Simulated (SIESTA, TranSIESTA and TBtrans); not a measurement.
Junction: Ta chain with one bond stretched by 0.3 Å. Leads: straight Ta chain, spacing 2.35 Å. Geometry: as built, not relaxed.

TranSIESTA and TBtrans, PBE, DZP numerical orbitals (energy shift 0.15 eV), PseudoDojo norm-conserving scalar-relativistic potentials, mesh cutoff 200 Ry, 300 K, spin-polarised (collinear), no spin-orbit coupling; self-consistent non-equilibrium Green functions.

Energies count from the leads' Fermi level. Transmissions are for each spin. The energy step is 0.01 eV; narrower resonances are cut or missed.

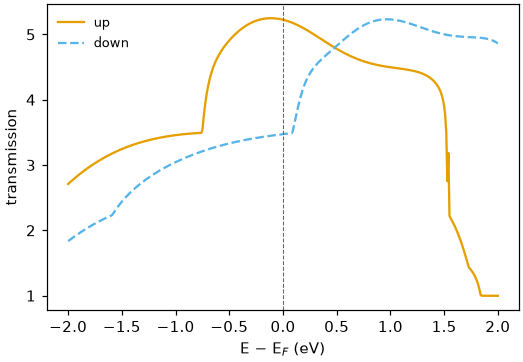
Figure: Transmission against energy

```tsv
E (eV)	T up	T down	lead channels up	down
-2.00	2.71	1.83	4	3
-1.80	2.97	2.06	4	3
-1.60	3.17	2.23	4	3
-1.40	3.31	2.61	4	4
-1.20	3.40	2.86	4	4
-1.00	3.46	3.04	4	4
-0.80	3.49	3.18	4	4
-0.60	4.68	3.29	6	4
-0.40	5.07	3.37	6	4
-0.20	5.23	3.43	6	4
0.00	5.23	3.47	6	4
0.20	5.09	4.23	6	6
0.40	4.88	4.68	6	6
0.60	4.69	4.97	6	6
0.80	4.56	5.18	6	6
1.00	4.50	5.23	6	6
1.20	4.45	5.16	6	6
1.40	4.29	5.04	6	6
1.60	2.06	4.97	4	6
1.80	1.25	4.95	2	6
2.00	1.00	4.86	1	6
```

The magnetic order of the leads was set by the start, and no other order was tried; the separate lead runs end at 1.06 (left) and 1.06 (right) μB an atom. The straight chain is held at its spacing; free chains may zigzag or dimerise. Spin-orbit coupling, left out here, matters for the heavy atoms.
